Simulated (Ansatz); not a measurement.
The starting structures come from a database of crystals and need not be the phases stable at ambient conditions.

 Where the default PAW files enter, the runs use the earlier of Ansatz's two default sets.

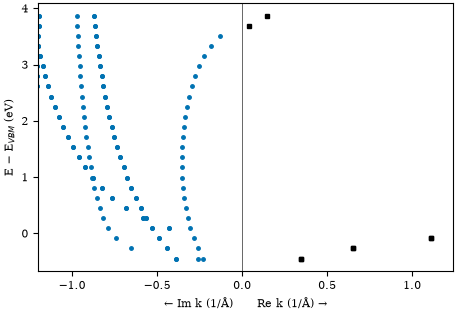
Figure: Complex bands at the centre of the two-dimensional zone; r2SCAN (Ansatz, a program for electronic structure)

The gap is the functional's own. No spin-orbit coupling. Mid-gap values are interpolated on the energy grid.

### Question
This is CdF2 (Fm-3m, fluorite, not sure to be the ambient phase, 3 atoms a cell, 13.5 Å³ an atom, -3 GPa at this level) along the normal of (001). Read off the slowest decay at the centre of the two-dimensional zone at 1.89 eV, the computed energy nearest the middle of the gap.

### Answer
κ ≈ 0.34 1/Å, a decay length 1/(2κ) of the density of 1.5 Å.
